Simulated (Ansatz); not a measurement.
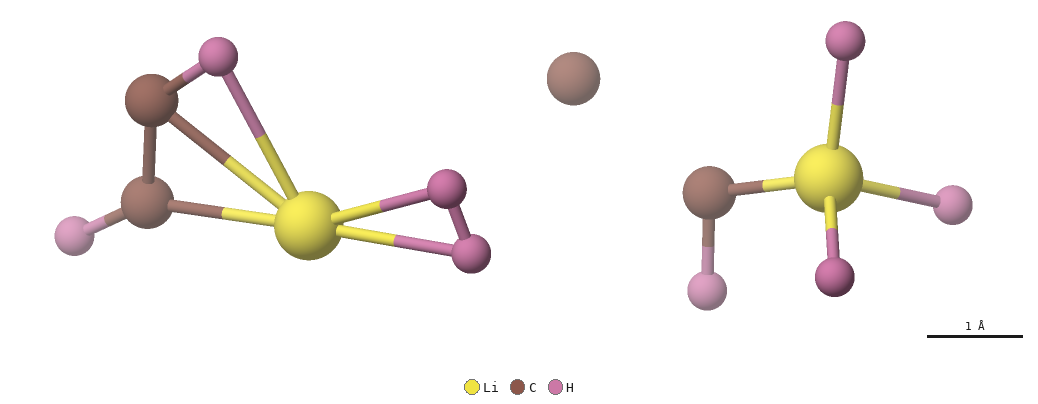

Two geometries of C₂H₄Li (multiplicity 2), drawn at one scale. One is the start of a relaxation, the other its converged end. Style: ball-and-stick. Shown at a tilt.

These are results of UKS PBE-D4/def2-SVP (Ansatz), not measurements. Set-up: force threshold 0.03 eV/Å; at most 250 steps.

**Which geometry has the lower energy?**

The left one is the relaxed one. It is one of the separated reactants of a reaction. An H atom moves most after the best rigid fit: 1.70 Å. By element the largest moves are H 1.70 Å, C 1.29 Å, Li 0.59 Å. Some distances before and after: C–H 3.441 → 1.116 Å, H–H 2.524 → 0.785 Å, C–Li 3.134 → 2.120 Å, C–C 1.915 → 1.299 Å. New bonds form, among them: C–C (1.91 → 1.30 Å), C–H (3.44 → 1.12 Å), C–Li (3.13 → 2.12 Å). Bond angles that change, for instance: H–Li–H 105.0° → 23.5°, C–Li–H 112.1° → 178.3°, C–Li–H 112.1° → 158.1°. After 43 accepted moves (48 points after the start) the energy has fallen by 309.3 kcal/mol. Largest force component: 9.8 eV/Å at the start, 0.022 eV/Å at the end. The line search rejected the trial steps at points 11, 25, 34, 40, 47 of the run. The forces were under the threshold at step 29, but the run went on from there. Cost: 68 s on 2 threads of Arm Neoverse V2, with other jobs on the host.
